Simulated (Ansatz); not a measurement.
## Electronic structure of Al$_{2}$Si$_{2}$C in real space

```
Si Al C
1.0
     2.85999    0.00000    0.00000
    -1.42999    2.47682    0.00000
     0.00000    0.00000   26.80775
Si Al C
6 6 3
Direct
  0.33333 0.66667 0.04379
  0.00000 0.00000 0.37713
  0.66667 0.33333 0.71046
  0.33333 0.66667 0.28954
  0.00000 0.00000 0.62287
  0.66667 0.33333 0.95621
  0.00000 0.00000 0.20874
  0.66667 0.33333 0.54207
  0.33333 0.66667 0.87540
  0.66667 0.33333 0.12460
  0.33333 0.66667 0.45793
  0.00000 0.00000 0.79126
  0.00000 0.00000 0.00000
  0.66667 0.33333 0.33333
  0.33333 0.66667 0.66667
```

Space group R-3m; built by placing these elements on a known structure type.

Level of theory: DFT, PAW plane waves, r2SCAN in Ansatz 0.2.0.

The density is the valence pseudo-density of a PAW calculation; it isn't the true density close to the nuclei.

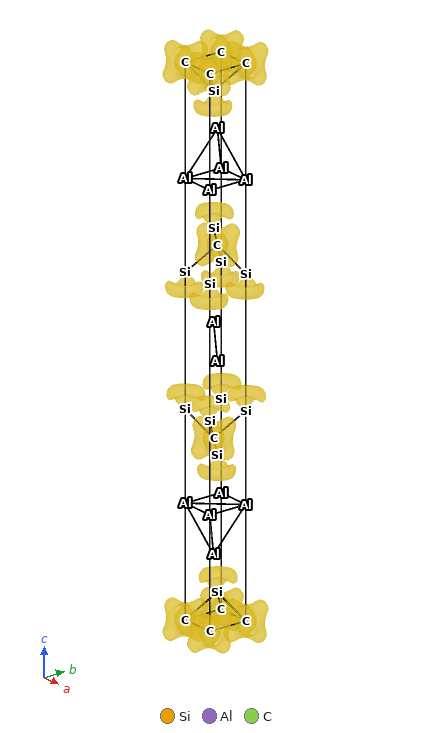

Figure 1. Isosurface of the ELF at 0.7 (yellow), seen slightly off an axis. Only the valence region is drawn (cores and ρ < 0.01 e/Å³ removed). Sticks mark near contacts.

Where are the electrons localised?

The surface consists of three regions on C in which the atom's valence shell and bonds are merged and six regions wrapped around Si (the valence shell of each), counted in one cell of 15 atoms. Regions shared between cells count once. Along the contacts the grid gives the following. Si–C (2.03 Å): the ELF peaks at about 0.85 between the atoms. Al–Al (2.80 Å): the ELF peaks at about 0.60 between the atoms.

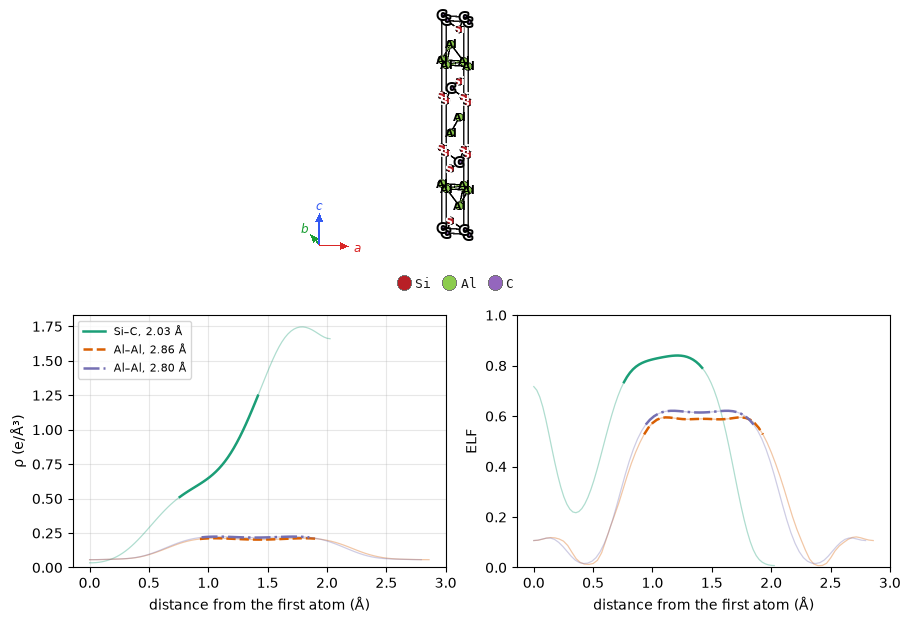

Figure 2. Valence charge density (pseudo) and ELF along straight lines between neighbouring atoms. Thin, pale parts lie inside the atomic spheres. The structure is drawn too.

Compare the contacts.

Si–C (2.03 Å): ρ at the midpoint is about 0.66 e/Å³; the ELF peaks at about 0.85 between the atoms.
Al–Al (2.86 Å): the density is about 0.2 e/Å³ at the midpoint; the ELF is about 0.60 at the midpoint.
Al–Al (2.80 Å): ρ at the midpoint is about 0.22 e/Å³; the ELF peaks at about 0.60 between the atoms.

How much charge does the calculation move between the atoms?

Electrons move from Si and Al towards C. Bader charges: Si +0.90, Al +0.53 and C −2.86 e.
